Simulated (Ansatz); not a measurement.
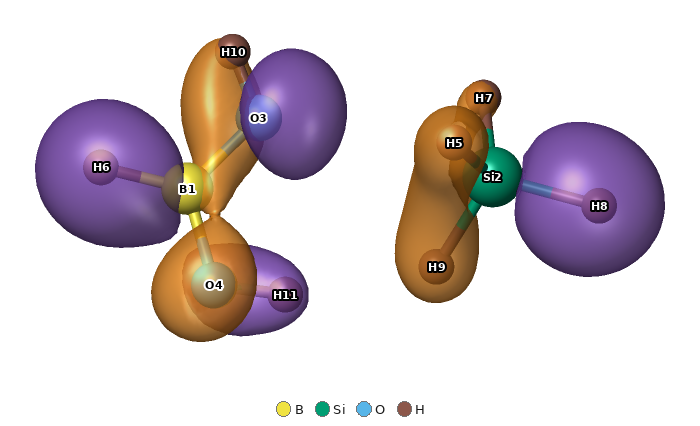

BH3O2···SiH4. The HOMO at ±0.1 Å⁻³ᐟ² (orange and purple are the two phases), seen across its widest extent.

The product side of a reaction path; geometry: PBE0-D4/def2-TZVP.

Theory: RKS PBE0-D4/def2-TZVPP (Ansatz).

```yaml
atoms:
  - { symbol: B, position_ang: [-1.8422, 0.9104, 0.1078] }
  - { symbol: Si, position_ang: [1.8304, -0.9099, -0.0363] }
  - { symbol: O, position_ang: [-0.6659, 1.1044, -0.5599] }
  - { symbol: O, position_ang: [-2.0342, -0.2404, 0.7896] }
  - { symbol: H, position_ang: [1.9012, 0.2127, 0.9286] }
  - { symbol: H, position_ang: [-2.7131, 1.7327, 0.1085] }
  - { symbol: H, position_ang: [1.9040, -0.4147, -1.4307] }
  - { symbol: H, position_ang: [2.9569, -1.8461, 0.2164] }
  - { symbol: H, position_ang: [0.5615, -1.6623, 0.1616] }
  - { symbol: H, position_ang: [-0.6205, 1.9487, -1.0111] }
  - { symbol: H, position_ang: [-1.2781, -0.8352, 0.7256] }
```

Where does this orbital lie, and at what energy?

Answer. By Hirshfeld shares it lies mainly on O3 (about 25 %), Si2 (about 15 %), O4 (about 15 %), H8 (about 15 %), H6 (about 15 %) and B1 (about 10 %). Its energy is −9.42 eV.
